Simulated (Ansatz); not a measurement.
```
CELL_PARAMETERS angstrom
4.03415 0.00000 0.00000
-2.01707 3.49367 0.00000
0.00000 0.00000 8.66324
ATOMIC_POSITIONS crystal
Sn 0.66667 0.33333 0.81095
Sn 0.33333 0.66667 0.18905
Ge 0.66667 0.33333 0.42895
Ge 0.33333 0.66667 0.57105
Ge 0.00000 0.00000 0.00000
```

Space group P-3m1; a structure from a database of computed crystals, not necessarily the ambient phase; a generated structure, not necessarily the stable one.

Level of theory: DFT PBE, scalar-relativistic, plane waves, PAW in Ansatz.

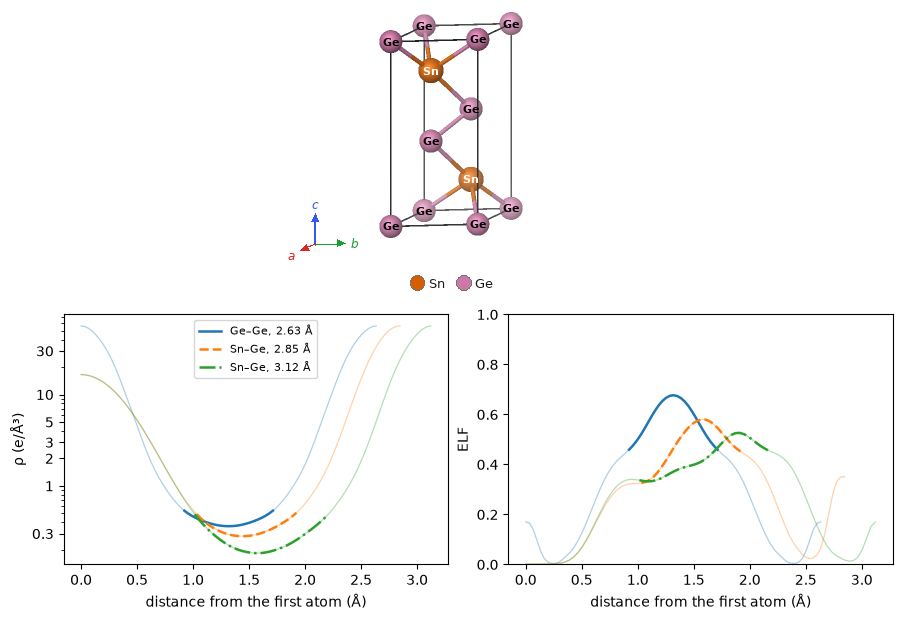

Sn2Ge3. Valence pseudo-density and ELF along straight lines between neighbouring atoms. Thin, pale parts lie inside the atomic spheres. The structure is drawn too.

The density is the valence pseudo-density of a PAW calculation; it isn't the true density close to the nuclei.

### Compare the contacts.

Ge–Ge (2.63 Å): the density is about 0.36 e/Å³ at the midpoint; the ELF peaks at about 0.70 between the atoms.
Sn–Ge (2.85 Å): the density is about 0.28 e/Å³ at the midpoint; the ELF is about 0.55 at the midpoint.
Sn–Ge (3.12 Å): ρ is about 0.18 e/Å³ halfway; the ELF is about 0.40 at the midpoint.
